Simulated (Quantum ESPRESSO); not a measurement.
**Ca2Si (Fm-3m): phonon frequency against volume, with a fit**

Aim: the Grüneisen parameter and the pressure coefficient of an optical mode of Ca2Si (Fm-3m).

Calculated with Quantum ESPRESSO 7.5; DFT LDA, scalar-relativistic, plane waves, PseudoDojo norm-conserving pseudopotentials.

### 1. The relaxed structure

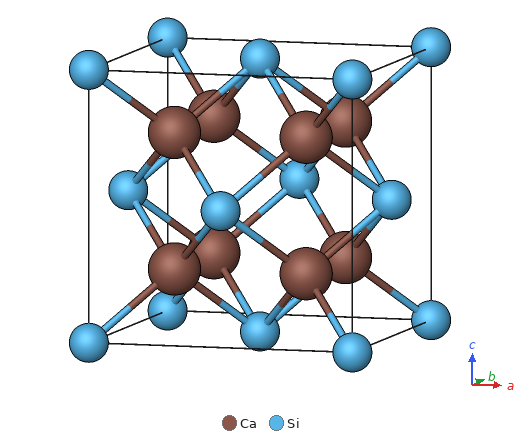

The cell as given, slightly off an axis (calcium brown, silicon blue). This picture shows the conventional cell, with its axes. Some periodic images of atoms are drawn too.

Coordinates:

```cif
data_structure
_symmetry_space_group_name_H-M 'Fm-3m'
_symmetry_Int_Tables_number 225
_cell_length_a 6.9990
_cell_length_b 6.9990
_cell_length_c 6.9990
_cell_angle_alpha 90.000
_cell_angle_beta 90.000
_cell_angle_gamma 90.000
_cell_volume 342.85
loop_
_atom_site_label
_atom_site_type_symbol
_atom_site_symmetry_multiplicity
_atom_site_Wyckoff_symbol
_atom_site_fract_x
_atom_site_fract_y
_atom_site_fract_z
_atom_site_occupancy
Ca1 Ca 8 c 0.25000 0.25000 0.75000 1
Si1 Si 4 a 0.00000 0.00000 0.00000 1
```

This is the cell after its relaxation at this level of theory, not the database cell from which that began.

### 2. Runs at several volumes

The relaxed cell is scaled uniformly; in this structure symmetry fixes all atoms, so nothing has to be relaxed anew. Each volume gets a ground state and a response at Γ. The mode followed is the highest one without the macroscopic field, of symmetry T1u; longitudinal polar modes lie higher. Cutoff 79 Ry, k mesh 8×8×8.

From the response at V/V₀ = 0.94:

The program printed:

```text
[banners, grids, parts of the stress and lines that vanish by symmetry left out]
Program PHONON v.7.5
     Reading xml data from directory:

[...]
Exchange-correlation= PW
                           (   1   4   0   0   0   0   0)
[...]
kinetic-energy cut-off    =      79.0000  Ry
     charge density cut-off    =     316.0000  Ry
     convergence threshold     =      1.0E-18
[...]
Exchange-correlation= PW
                           (   1   4   0   0   0   0   0)
[...]
q = (   0.0000000   0.0000000   0.0000000 )
     49 Sym.Ops. (with q -> -q+G )
     G cutoff = 1343.6413  (  51445 G-vectors)     FFT grid: ( 54, 54, 54)
     number of k points=    29
[...]
Mode symmetry, O_h (m-3m)  point group:
[...]
Dielectric constant
[...]
End of electric fields calculation
          Dielectric constant in cartesian axis
          (      19.474268175       0.000000000       0.000000000 )
          (       0.000000000      19.474268175       0.000000000 )
          (       0.000000000      -0.000000000      19.474268175 )
          Effective charges (d Force / dE) in cartesian axis without acoustic sum rule applied (asr)
           atom    1  Ca    Mean Z*:        2.10113
      Ex  (        2.10113        0.00000        0.00000 )
      Ey  (        0.00000        2.10113       -0.00000 )
      Ez  (        0.00000       -0.00000        2.10113 )
           atom    2  Ca    Mean Z*:        2.10113
      Ex  (        2.10113        0.00000       -0.00000 )
      Ey  (        0.00000        2.10113       -0.00000 )
      Ez  (       -0.00000       -0.00000        2.10113 )
           atom    3  Si    Mean Z*:       -4.22998
      Ex  (       -4.22998        0.00000        0.00000 )
      Ey  (        0.00000       -4.22998       -0.00000 )
      Ez  (        0.00000       -0.00000       -4.22998 )
          Effective charges Sum: Mean:       -0.02771
[...]
Effective charges (d Force / dE) in cartesian axis with asr applied:
           atom    1  Ca    Mean Z*:        2.11037
[...]
atom    2  Ca    Mean Z*:        2.11037
[...]
atom    3  Si    Mean Z*:       -4.22074
[...]
Representation #   1 modes #   1   2   3
[...]
End of self-consistent calculation
     Convergence has been achieved
     Representation #   2 modes #   4   5   6
[...]
End of self-consistent calculation
     Convergence has been achieved
     Representation #   3 modes #   7   8   9
[...]
End of self-consistent calculation
     Convergence has been achieved
[...]
Dielectric constant in cartesian axis
          (      19.474268175       0.000000000       0.000000000 )
          (       0.000000000      19.474268175       0.000000000 )
          (       0.000000000      -0.000000000      19.474268175 )
          Effective charges (d Force / dE) in cartesian axis without acoustic sum rule applied (asr)
           atom    1  Ca    Mean Z*:        2.10113
      Ex  (        2.10113        0.00000        0.00000 )
      Ey  (        0.00000        2.10113       -0.00000 )
      Ez  (        0.00000       -0.00000        2.10113 )
           atom    2  Ca    Mean Z*:        2.10113
      Ex  (        2.10113        0.00000       -0.00000 )
      Ey  (        0.00000        2.10113       -0.00000 )
      Ez  (       -0.00000       -0.00000        2.10113 )
           atom    3  Si    Mean Z*:       -4.22998
      Ex  (       -4.22998        0.00000        0.00000 )
      Ey  (        0.00000       -4.22998       -0.00000 )
      Ez  (        0.00000       -0.00000       -4.22998 )
          Effective charges Sum: Mean:       -0.02771
[...]
Effective charges (d Force / dE) in cartesian axis with asr applied:
           atom    1  Ca    Mean Z*:        2.11037
[...]
atom    2  Ca    Mean Z*:        2.11037
[...]
atom    3  Si    Mean Z*:       -4.22074
[...]
q = (    0.000000000   0.000000000   0.000000000 )
[...]
freq (    1) =      -0.037463 [THz] =      -1.249624 [cm-1]
     freq (    2) =      -0.037463 [THz] =      -1.249624 [cm-1]
     freq (    3) =      -0.037463 [THz] =      -1.249624 [cm-1]
     freq (    4) =       6.252673 [THz] =     208.566715 [cm-1]
     freq (    5) =       6.252673 [THz] =     208.566715 [cm-1]
     freq (    6) =       6.252673 [THz] =     208.566715 [cm-1]
     freq (    7) =       7.528878 [THz] =     251.136341 [cm-1]
     freq (    8) =       7.528878 [THz] =     251.136341 [cm-1]
     freq (    9) =       7.528878 [THz] =     251.136341 [cm-1]
[...]
Mode symmetry, O_h (m-3m)  point group:
     freq (   1-   3) =         -1.2  [cm-1]   --> T_1u G_15  G_4- I
     freq (   4-   6) =        208.6  [cm-1]   --> T_2g G_25' G_5+ R
     freq (   7-   9) =        251.1  [cm-1]   --> T_1u G_15  G_4- I

   JOB DONE.
```

One volume, V/V₀ = 1, is held back as a test.

| V/V₀ | volume (Å³/atom) | pressure (GPa) | ω (cm⁻¹) |
| --- | --- | --- | --- |
| 0.94 | 26.857 | 2.92 | 251.14 |
| 0.97 | 27.714 | 1.35 | 239.61 |
| 1 | 28.571 | 0.00 | held back |
| 1.03 | 29.428 | -1.17 | 217.53 |
| 1.06 | 30.285 | -2.18 | 206.98 |

### 3. The fit

The mode Grüneisen parameter is γ = −d ln ω / d ln V.

| ln(V/V₀) | ln ω |
| --- | --- |
| -0.0619 | 5.5260 |
| -0.0305 | 5.4790 |
| 0.0296 | 5.3823 |
| 0.0583 | 5.3326 |

A straight line through these points has the slope -1.609, so γ = 1.61; at V/V₀ = 1 it predicts ω = exp(5.4282 + 0.0000) = 227.73 cm⁻¹.

A parabola of pressure against ln V through V/V₀ = 0.97, 1 and 1.03 gives the bulk modulus B = −dP/d ln V = 42 GPa at V₀. With ω₀ from the fitted line the pressure coefficient follows as dω/dP = γ ω₀ / B = 1.61 × 227.7 / 42 = 8.74 cm⁻¹/GPa.

### 4. The run that was held back

The program printed:

```text
[banners, grids, parts of the stress and lines that vanish by symmetry left out]
[banner, memory and clock lines left out]
Program PHONON v.7.5

[...]
Exchange-correlation= PW
                           (   1   4   0   0   0   0   0)
[...]
kinetic-energy cut-off    =      79.0000  Ry
     charge density cut-off    =     316.0000  Ry
     convergence threshold     =      1.0E-18
[...]
Exchange-correlation= PW
                           (   1   4   0   0   0   0   0)
[...]
q = (   0.0000000   0.0000000   0.0000000 )
     49 Sym.Ops. (with q -> -q+G )
     G cutoff = 1400.2259  (  55009 G-vectors)     FFT grid: ( 54, 54, 54)
     number of k points=    29
[...]
Mode symmetry, O_h (m-3m)  point group:
[...]
Dielectric constant
[...]
End of electric fields calculation
          Dielectric constant in cartesian axis
          (      15.280396983      -0.000000000      -0.000000000 )
          (      -0.000000000      15.280396983      -0.000000000 )
          (      -0.000000000       0.000000000      15.280396983 )
          Effective charges (d Force / dE) in cartesian axis without acoustic sum rule applied (asr)
           atom    1  Ca    Mean Z*:        1.97221
      Ex  (        1.97221       -0.00000       -0.00000 )
      Ey  (       -0.00000        1.97221        0.00000 )
      Ez  (       -0.00000        0.00000        1.97221 )
           atom    2  Ca    Mean Z*:        1.97221
      Ex  (        1.97221       -0.00000        0.00000 )
      Ey  (       -0.00000        1.97221        0.00000 )
      Ez  (       -0.00000        0.00000        1.97221 )
[...]
(      -0.000000000       0.000000000      15.280396983 )
          Effective charges (d Force / dE) in cartesian axis without acoustic sum rule applied (asr)
           atom    1  Ca    Mean Z*:        1.97221
      Ex  (        1.97221       -0.00000       -0.00000 )
      Ey  (       -0.00000        1.97221        0.00000 )
      Ez  (       -0.00000        0.00000        1.97221 )
           atom    2  Ca    Mean Z*:        1.97221
      Ex  (        1.97221       -0.00000        0.00000 )
      Ey  (       -0.00000        1.97221        0.00000 )
      Ez  (       -0.00000        0.00000        1.97221 )
           atom    3  Si    Mean Z*:       -3.96568
      Ex  (       -3.96568        0.00000        0.00000 )
      Ey  (        0.00000       -3.96568       -0.00000 )
      Ez  (        0.00000       -0.00000       -3.96568 )
          Effective charges Sum: Mean:       -0.02126
[...]
Effective charges (d Force / dE) in cartesian axis with asr applied:
           atom    1  Ca    Mean Z*:        1.97930
[...]
atom    2  Ca    Mean Z*:        1.97930
[...]
atom    3  Si    Mean Z*:       -3.95859
[...]
q = (    0.000000000   0.000000000   0.000000000 )
[...]
freq (    1) =      -0.056377 [THz] =      -1.880532 [cm-1]
     freq (    2) =      -0.056377 [THz] =      -1.880532 [cm-1]
     freq (    3) =      -0.056377 [THz] =      -1.880532 [cm-1]
     freq (    4) =       5.858291 [THz] =     195.411539 [cm-1]
     freq (    5) =       5.858291 [THz] =     195.411539 [cm-1]
     freq (    6) =       5.858291 [THz] =     195.411539 [cm-1]
     freq (    7) =       6.847297 [THz] =     228.401230 [cm-1]
     freq (    8) =       6.847297 [THz] =     228.401230 [cm-1]
     freq (    9) =       6.847297 [THz] =     228.401230 [cm-1]
[...]
Mode symmetry, O_h (m-3m)  point group:
     freq (   1-   3) =         -1.9  [cm-1]   --> T_1u G_15  G_4- I
     freq (   4-   6) =        195.4  [cm-1]   --> T_2g G_25' G_5+ R
     freq (   7-   9) =        228.4  [cm-1]   --> T_1u G_15  G_4- I
```

It gives 228.40 cm⁻¹ against the predicted 227.73 cm⁻¹, a miss of 0.7 cm⁻¹.

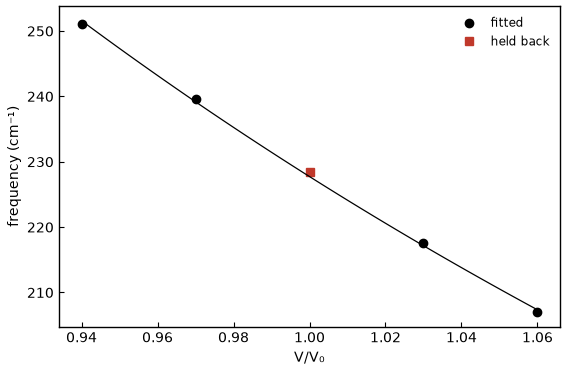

Frequency against volume, with the power-law fit.

### 5. Results

```json
{"mode Grüneisen parameter": "1.609", "bulk modulus": "41.9 GPa", "pressure coefficient": "8.74 cm⁻¹/GPa"}
```

The highest optical mode of Ca2Si (Fm-3m) without the LO-TO term stiffens by 8.74 cm⁻¹ a GPa near the relaxed volume, with γ = 1.61. The power law meets all 5 runs within 0.30 %; between neighbouring volumes γ runs from 1.50 to 1.73. Such a coefficient turns a measured shift of this mode into a hydrostatic stress; uniaxial or biaxial stress splits the mode and needs deformation potentials. These are harmonic values at zero temperature for the structure held cubic, which a run at Γ can't show to be stable; the bulk modulus rests on three points.

[Host names and launcher messages were left out of these logs when they were recorded.]

[Logs are printed without paths, hosts, clocks, repeated set-up lines and the standing remarks that a program may print on its own settings, such as how far it seeks lower states.]

[Hosts, paths, dates, database ids (printed as entryN), source tags and the programs' standing remarks are cut or masked in the printed files.]
